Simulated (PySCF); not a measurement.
**Frequency calculation of NiH2O2**

The run: frequency calculation of NiH2O2, multiplicity 3. Method and program: UKS-based B3LYP, Ni def2-SVP, O def2-SVP, H def2-SVP; non-relativistic Hamiltonian; density fitting (PySCF 2.14.0).

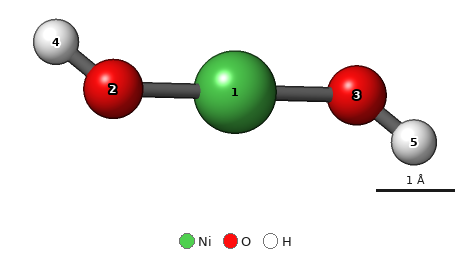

**Figure 1.** The structure as given in the input (ball-and-stick view, seen at a tilt; atoms are numbered from 1 in the order of the input). Sticks mark near contacts.

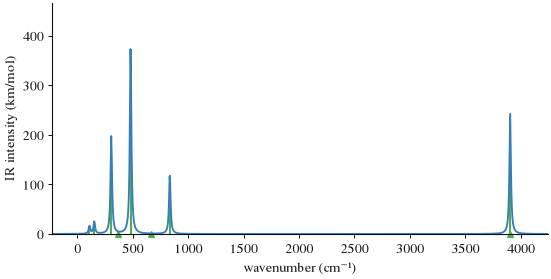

**Figure 2.** Harmonic infrared spectrum, unscaled: sticks (degenerate modes added up, dark ones marked on the axis) with a Lorentzian envelope of 16 cm⁻¹ full width, scaled to the tallest stick. 9 modes from 109 to 3907 cm⁻¹, none imaginary. The strongest line is at 480 cm⁻¹ (373 km/mol). All modes, in cm⁻¹ (km/mol): 109 (16.0), 153 (25), 306 (195), 370 (0.0), 480 (373), 666 (0.0), 834 (118), 3905 (239), 3907 (0.0).

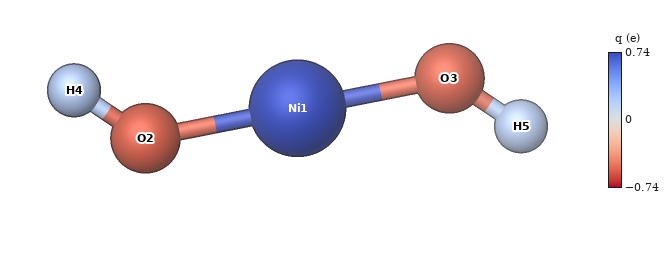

**Figure 3.** Mulliken charges, as the colour of each atom (ball-and-stick view, seen on its broad side; atoms are numbered from 1 in the order of the input). By element: Ni +0.71, O −0.54 and H +0.18 e.

The input that produced these results follows, with the program's output.

**Input file**
```python
from pyscf import gto, scf, dft
mol = gto.M(atom='''
Ni     0.000000     0.000000     0.000000
O      1.718154    -0.101185     0.000000
O     -1.718154     0.101185     0.000000
H      2.357632    -0.819498     0.000000
H     -2.357632     0.819498     0.000000''',
    basis={'Ni': 'def2-SVP', 'O': 'def2-SVP', 'H': 'def2-SVP'},
    charge=0, spin=2)
mf = dft.UKS(mol, xc='B3LYP')
mf.grids.atom_grid = (75, 302)
aux = {'Ni': 'def2-universal-JKFIT', 'O': 'def2-universal-JKFIT', 'H': 'def2-universal-JKFIT'}
mf = mf.density_fit(auxbasis=aux)
mf.conv_tol = 1e-09
mf.diis_space = 10
mf.max_cycle = 60
mf.verbose = 4
mf.kernel()
```

The script is an equivalent of the set-up of the self-consistent field. The run itself was carried out by a driver, which started from the orbitals of the step before it where there was one and computed the further properties.

Launched with:
```bash
OMP_NUM_THREADS=2 python axn.py task.json out
```

**Log**
```
init E= -1659.70307449566
  alpha nocc = 24  HOMO = -0.263627826934258  LUMO = 0.00282262203988548
  beta  nocc = 22  HOMO = -0.275136486551844  LUMO = -0.106121696601682
  HOMO = -0.263627826934  LUMO = -0.106121696602  gap/eV = 4.28596
cycle= 1 E= -1659.70307449565  delta_E= 6.82e-12  |g|= 8.45e-06  |ddm|= 8.88e-06
  alpha nocc = 24  HOMO = -0.263627481769687  LUMO = 0.00282351818567772
  beta  nocc = 22  HOMO = -0.275132103471484  LUMO = -0.106117997655441
  HOMO = -0.26362748177  LUMO = -0.106117997655  gap/eV = 4.28605
Extra cycle  E= -1659.70307449542  delta_E= 2.28e-10  |g|= 2.78e-05  |ddm|= 2.05e-05
converged SCF energy = -1659.70307449542  <S^2> = 2.0055401  2S+1 = 3.0036911
```

**Summary**

| quantity | value |
| --- | --- |
| outcome | converged |
| total energy | −1659.703074 hartree |
| ⟨S²⟩ | 2.006 |
| zero-point energy | 0.024444 hartree |
| dipole moment | 0.00 D |
| wavenumbers, lowest and highest | 109 and 3907 cm⁻¹ |
| hardware | 2 threads of Arm Neoverse N1, 98 GiB of memory available, shared host |
| wall time | 94 s (CPU time 2.7 min) |
| peak memory | 0.98 GiB |
